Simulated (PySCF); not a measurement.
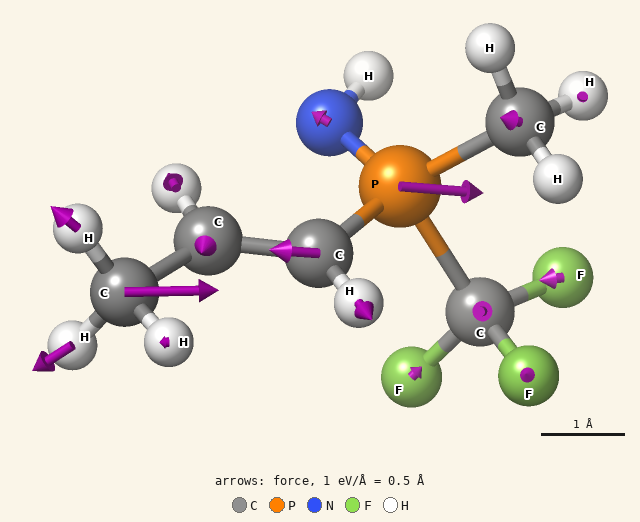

Starting geometry of C5H9F3NP with the computed forces as purple arrows. Style: ball-and-stick. Shown at a tilt.

The start comes from GFN2-xTB. Its atoms were then displaced at random by about 0.01 Å.

Computed with PBE0-D3(BJ)/def2-SVP geometry optimisation, gas phase (PySCF). 

> Is this structure relaxed? If not, where do the atoms go?

It isn't relaxed: the largest force vector, on a C atom, is 2.28 eV/Å. The final displacements have little in common with the starting forces (cosine between the two patterns 0.27). The energy falls by 16.0 kJ/mol in 5 geometry steps. An H atom moves most after the best rigid fit: 0.11 Å. By element the largest moves are H 0.11 Å, F 0.11 Å, P 0.08 Å, C 0.07 Å, N 0.01 Å. Some distances before and after: C–P 1.737 → 1.788 Å, C–H 1.068 → 1.103 Å, C–P 1.928 → 1.900 Å, C–P 1.846 → 1.823 Å. Bond angles that change, for instance: H–C–H 111.7° → 106.1°, C–C–H 108.9° → 112.5°, P–C–F 114.8° → 111.9°. Cost: 120 s on 1 thread of Arm Neoverse V2, on a shared host.
